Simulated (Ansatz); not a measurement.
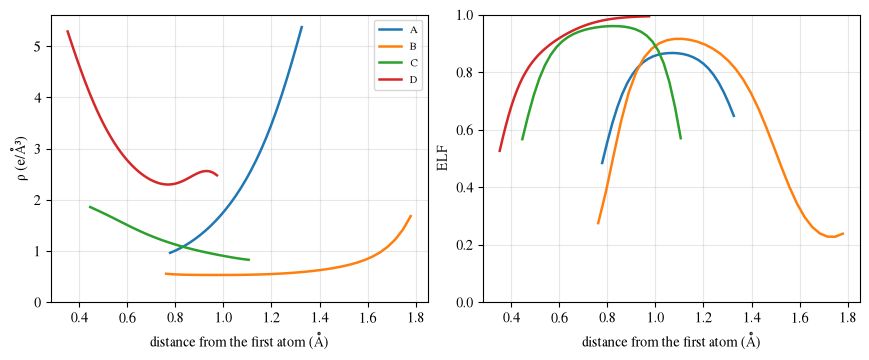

Figure. CH6OSiTe. Electron density and electron localisation function along straight lines between neighbouring atoms. The curves leave out the atomic cores.

Geometry: PBE-D3(BJ)/def2-SVP; core potentials replace the inner electrons of Te.

Computed with isolated molecule in a Gaussian basis; Kohn-Sham density functional theory, functional PBE0 in Ansatz 0.2.0.

```yaml
atoms:
  - { symbol: C, position_ang: [-3.4212, 1.3228, 0.4818] }
  - { symbol: O, position_ang: [-2.0278, -0.2995, -1.5833] }
  - { symbol: Si, position_ang: [-2.1710, 1.2424, -0.9220] }
  - { symbol: Te, position_ang: [0.0660, 2.0985, -0.0730] }
  - { symbol: H, position_ang: [-3.5580, 2.3702, 0.8182] }
  - { symbol: H, position_ang: [-4.3990, 0.9308, 0.1331] }
  - { symbol: H, position_ang: [-3.0945, 0.7166, 1.3506] }
  - { symbol: H, position_ang: [-2.5768, 2.1205, -2.0671] }
  - { symbol: H, position_ang: [-1.3968, -0.8752, -1.1159] }
  - { symbol: H, position_ang: [-0.3579, 1.6752, 1.4994] }
```

**Which curve belongs to which contact (C–Si, O–H, Si–O and Si–Te)? The first atom named is at distance zero.**

Curve A: Si–O (1.68 Å): the density is about 1.1 e/Å³ at the midpoint; the ELF peaks at about 0.85 between the atoms (a shared but strongly polarised pair). Curve B: Si–Te (2.54 Å): the density is about 0.57 e/Å³ at the midpoint; the ELF peaks at about 0.90 between the atoms; localised, covalent bonding. Curve C: C–Si (1.88 Å): ρ at the midpoint is about 0.96 e/Å³; the ELF peaks at about 0.95 between the atoms; a covalent bond. Curve D: O–H (0.97 Å): ρ is about 3.6 e/Å³ halfway; the ELF climbs to about 1 towards the hydrogen, as it does in any bond to H; an ordinary covalent bond to hydrogen.
